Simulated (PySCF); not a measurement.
System: C$_{4}$H$_{10}$F$_{3}$NZr (Zr(NEt2)F3).

Input

```
{"job": {"kind": "uv", "xc": "wB97X-D", "basis": "def2-SVPD", "ip": false, "nstates": 10}, "charge": 0, "multiplicity": 1}
Zr    -0.604938     0.582566    -1.939842
N     -0.180253    -0.197508    -0.131792
C      0.335501    -1.549988     0.000067
C      1.809516    -1.628556     0.379880
C     -0.392613     0.506021     1.116702
C     -1.073735     1.847694     0.900146
H      0.187577    -2.081164    -0.956885
H     -0.277166    -2.100626     0.740977
H      2.439156    -1.199400    -0.416236
H      2.023919    -1.081172     1.309765
H      2.120413    -2.674506     0.523965
H     -1.014907    -0.120561     1.786951
H      0.564330     0.666974     1.649846
H     -0.462574     2.505395     0.258382
H     -2.067194     1.721873     0.438068
H     -1.219534     2.371963     1.854623
F      0.264997     2.277733    -2.161117
F     -2.501372     0.847587    -2.045090
F     -0.013894    -0.700856    -3.223797
```

Run with:

```sh
OMP_NUM_THREADS=1 python probes_run.py task.json out
```

Geometry: PBE0-D3(BJ)/def2-SVP; core potentials replace the inner electrons of Zr.

Computed with wB97X-D/def2-SVPD, SCF density, gas phase, scalar-relativistic core potentials on the heavy atoms in PySCF 2.14.0.

Predict the electron density and electron localisation function between the atoms.

Answer. C–N (1.45 Å): ρ at the midpoint is about 1.9 e/Å³; the ELF peaks at about 0.95 between the atoms (a covalent bond).
C–C (1.52 Å): the density is about 1.7 e/Å³ at the midpoint; the ELF peaks at about 0.95 between the atoms: a shared electron pair.
Zr–F (1.91 Å): the density is about 0.9 e/Å³ at the midpoint; the ELF is about 0.20 at the midpoint.
Zr–N (2.01 Å): ρ is about 0.9 e/Å³ halfway; the ELF peaks at about 0.90 in the valence shell of N, 0.6 Å from its nucleus, and drops to about 0.30 between the two atoms.

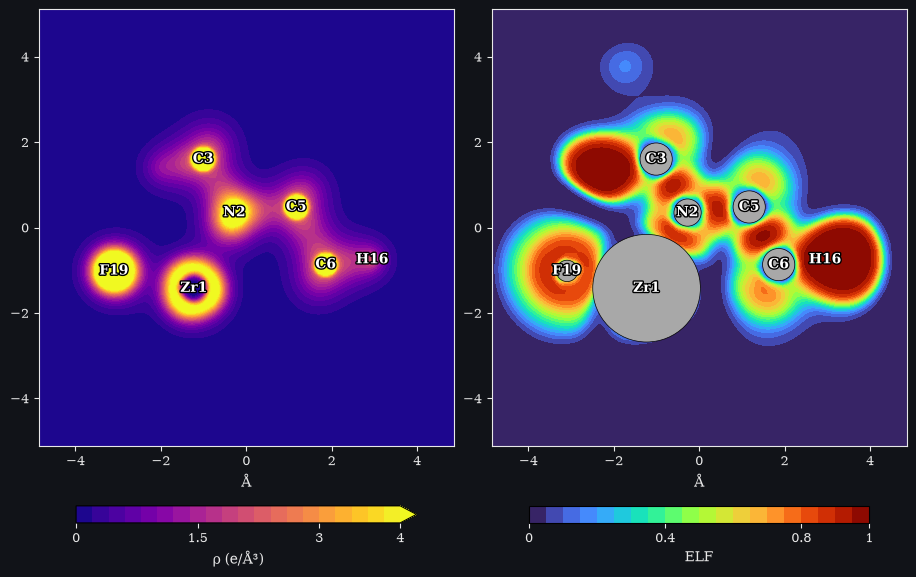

Computed electron density and electron localisation function on the plane of atoms Zr1, N2 and C5, in this order. Grey discs cover the atomic cores in the ELF map. 
